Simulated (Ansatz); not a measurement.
# Does disorder add resistance in series? Au(111) layers displaced at 800 K

Two lengths of the disordered region are known. What area resistance does the third give?

**Method.** Ansatz 0.2.0, plane waves with PAW datasets at their recommended cutoffs (420 eV for most), Fermi-Dirac smearing; ballistic transmission by layer matching. The area resistance is RA = A (h/2e²)(1/T − 1/N), with T the zone-mean transmission per spin and N the lead's channels, both averaged over a few energies near the Fermi level; for magnets each spin is taken apart, with h/e², and the two conduct in parallel. Lateral cell 2x2, PBE, a fresh random draw for each length. Atoms are displaced independently, by 0.147 Å r.m.s. per direction; each RA is scaled by the nominal over the drawn mean square displacement.

The runs, with one result withheld:

| length (Å) | channels N | RA (fΩ m²) |
| --- | --- | --- |
| 9.42 | 3.210 | 0.105 |
| 18.8 | 3.210 | 0.195 |
| 28.3 | 3.210 | ? |

**Fit on the rows shown.**

Ohm's law makes RA linear in the length: the slope is (0.195 − 0.105)/(18.8 − 9.42) = 9.56×10⁻³ fΩ m² per Å, or 9.6 µΩ cm. Then 0.195 + 9.56×10⁻³ × 9.42. Predicted: 0.285 fΩ m².

What the run gave:

0.318 fΩ m², so the prediction is 10 % too low. The three lengths together give 11 µΩ cm. The two increments are 0.090 and 0.12 fΩ m²; with one draw for each length, their difference can't be told from scatter.

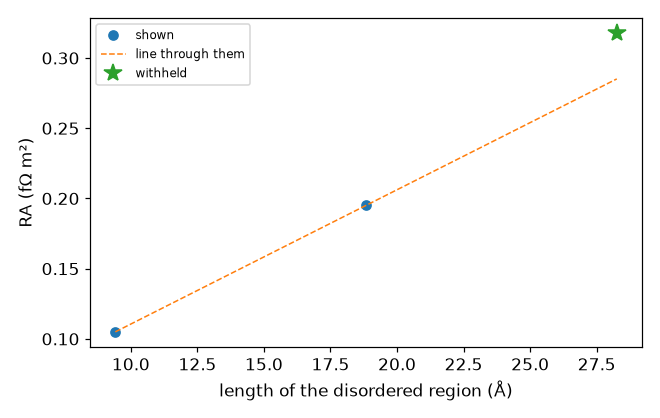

Area resistance against length.

Caveats: The scatterers repeat sideways with the small cell. The slope is a raw one; a model of isotropic scattering puts it 1.11 times the bulk value over these lengths. Spin-orbit coupling is left out, which matters for Au.
